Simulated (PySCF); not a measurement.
C5H8, SMILES `C1C2CC1C2`.

Method: BLYP/6-311+G**; geometry: GFN2-xTB; program: PySCF. No frequency check shows the geometry to be a minimum.

The calculation's input:

```python
import numpy as np
from pyscf import gto, scf, dft
from pyscf.scf import atom_ks, atom_hf
from scipy.linalg import block_diag

def solve(mol, dm0=None, hcore=None):
    mf = (dft.UKS if mol.spin else dft.RKS)(mol, xc='blyp')
    mf.grids.level = 3
    mf = mf.density_fit(auxbasis='def2-universal-jkfit')
    mf.conv_tol, mf.max_cycle = 1e-8, 80
    if hcore is not None:
        mf.get_hcore = lambda *args: hcore
    mf.kernel(dm0)
    if not mf.converged:
        mf = mf.newton().run(mf.mo_coeff, mf.mo_occ, max_cycle=30)
    assert mf.converged, 'SCF not converged'
    return mf

mol = gto.M(atom='''
C     -0.31533    -1.18258    -0.00172
C      0.00011    -0.00162     0.92969
C     -0.86656     0.86431     0.00139
C     -0.00006     0.00165    -0.92957
C      1.18182     0.31822     0.00013
H      0.39155    -2.01009    -0.00232
H     -1.34024    -1.54840    -0.00178
H      0.00038    -0.00398     2.01466
H     -1.93657     0.66597     0.00065
H     -0.67085     1.93489     0.00234
H     -0.00024     0.00403    -2.01454
H      1.54503     1.34415     0.00167
H      2.01108    -0.38646    -0.00020
''', basis='6-311+g**', charge=0, spin=0, verbose=4)
mf = solve(mol)
out = dict(e0=mf.e_tot, dm0=mf.make_rdm1(), c=mf.mo_coeff, occ=mf.mo_occ, eps=mf.mo_energy)
for name, dq, spin in [('cation', 1, 1), ('anion', -1, 1)]:
    ion = mol.copy().set(charge=mol.charge + dq, spin=spin).build()
    mi = solve(ion)
    if spin and dq > 0 and mol.nao < 130:
        c, _, stable, _ = mi.stability(return_status=True)
        if not stable:
            mi = solve(ion, mi.make_rdm1(c, mi.mo_occ))
    print(name, 'vertical energy change / eV', (mi.e_tot - mf.e_tot) * 27.211386)
    out.update({'e_' + name: mi.e_tot, 'dm_' + name: mi.make_rdm1(), 's2_' + name: mi.spin_square()[0], 'eps_' + name: mi.mo_energy, 'occ_' + name: mi.mo_occ})
# spherically averaged free atoms, for the promolecule
atm = atom_ks.get_atm_nrks(mol, xc='blyp')
pro = block_diag(*[(atm[a[0]][2] * atm[a[0]][3]) @ atm[a[0]][2].T for a in mol._atom])
np.savez('result.npz', pro=pro, **out)
```

Run with:

```sh
OMP_NUM_THREADS=1 python input.py
```

The run took 110 s on 1 thread of Intel(R) Xeon(R) Platinum 8375C CPU @ 2.90GHz (Ice Lake), with other jobs on the host, peak memory 0.63 GiB.

Partitions, critical points and surface values were worked out afterwards from this run's density.

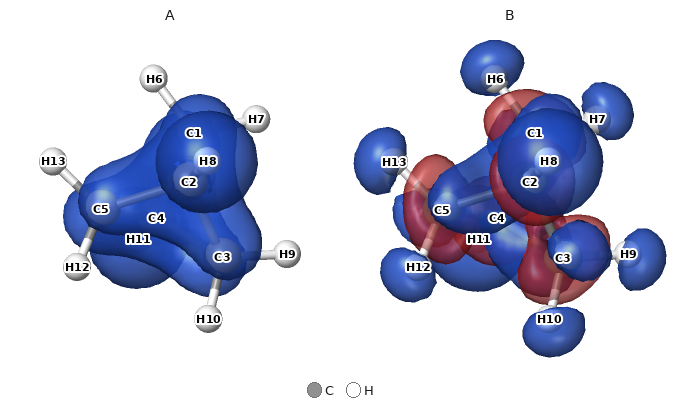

The Fukui function f⁻ from two separate SCF calculations and the density of the HOMO, at ±0.02 e/Å³ (blue positive, red negative).

Q: Which panel is which, and how good is the frozen-orbital picture?

A: B is f⁻ (it has negative regions), A the HOMO density. The HOMO lies on C2 and C4 (20 % each), H8 and H11 (14 % each) and C1, C3 and C5 (10 % each); f⁻ (Hirshfeld-condensed) is largest on H8 and H11 (0.14 each) and C2 and C4 (0.10 each); the vertical ionisation energy is 10.36 eV (the stability of the cation's solution wasn't checked). Relaxation shifts 28 % of the electron between atoms. The orbital energy is −7.12 eV.
